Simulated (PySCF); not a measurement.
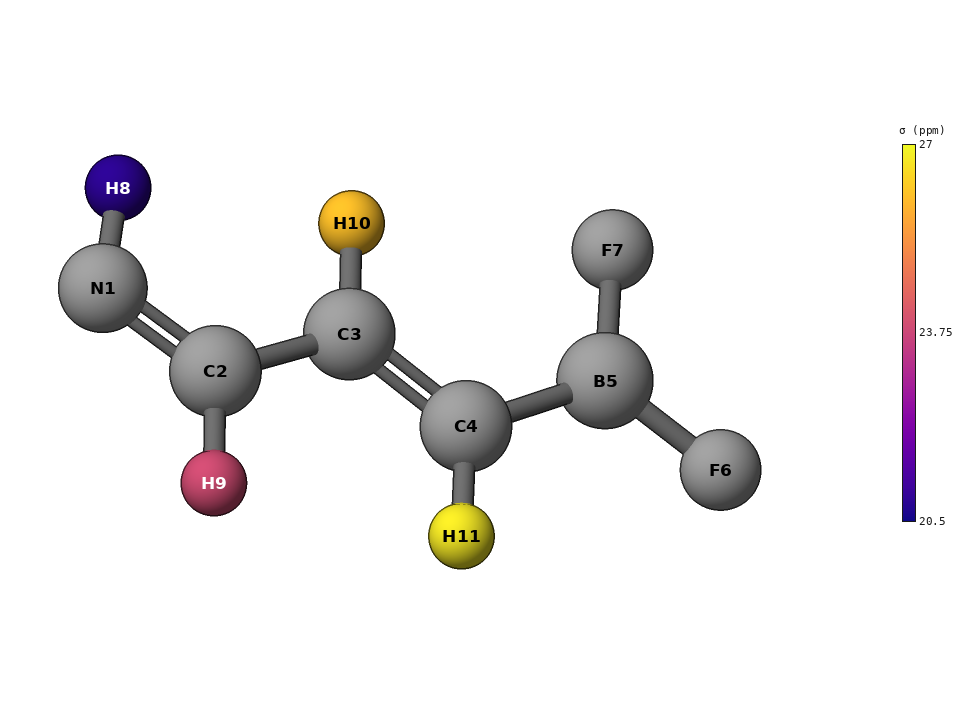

Atoms are coloured by their isotropic NMR shieldings (H only, the others grey). The computed structure is the end point of a PBE0-D3(BJ)/def2-SVP optimisation. No frequency run is at hand to confirm it as a minimum. Method: GIAO PBE0/pcSseg-0 NMR shielding, non-relativistic, gas phase (PySCF 2.14.0).

List the isotropic NMR shieldings of the H atoms.

| atom | σ (ppm) |
| --- | --- |
| H8 | 20.87 |
| H9 | 23.88 |
| H10 | 26.13 |
| H11 | 26.75 |
